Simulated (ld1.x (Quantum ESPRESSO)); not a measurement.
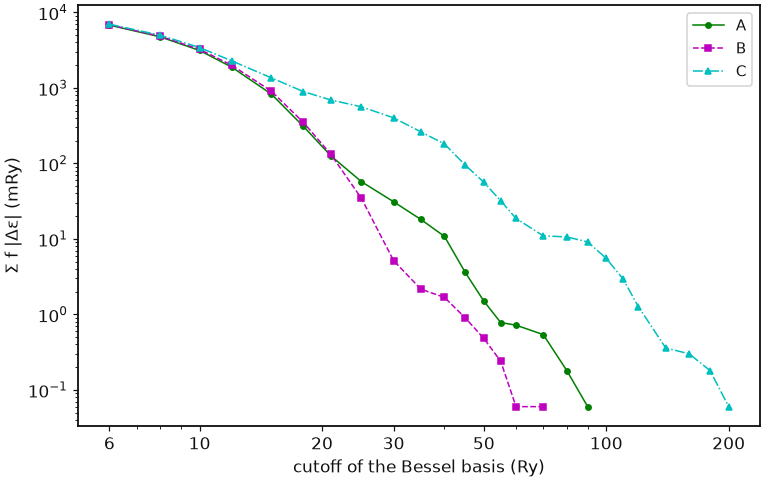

The occupation-weighted error of the valence levels in a spherical-Bessel basis for 3 variants of one potential.

Base settings:

* Element: molybdenum (Mo)
* Generator: ld1.x (Quantum ESPRESSO) 7.5
* Type: norm-conserving Troullier–Martins (Kleinman–Bylander form)
* Functional: PBEsol
* Relativity: scalar-relativistic
* Frozen core: [Ar] 3d10 4s2
* Valence charge: 12
* Reference configuration: 4p6 4d6 5s0 5p0
* Partial waves: 5s (bound, empty): rc 2.80 bohr; 4p (bound): rc 1.65 bohr; 4d (bound): rc 2.60 bohr
* Local potential: the d channel
* Core correction: none

### Match the curves to these variants:
1. base
2. all radii scaled by 0.74 (s 2.08, p 1.22, d 1.94 bohr)
3. waves 4p (bound): rc 2.14 bohr

A = 1, B = 3, C = 2.

Of the 3 potentials behind this page, the base run counted, 3 are unsound (ghost states, missed reference levels or an overlap that isn't positive definite).
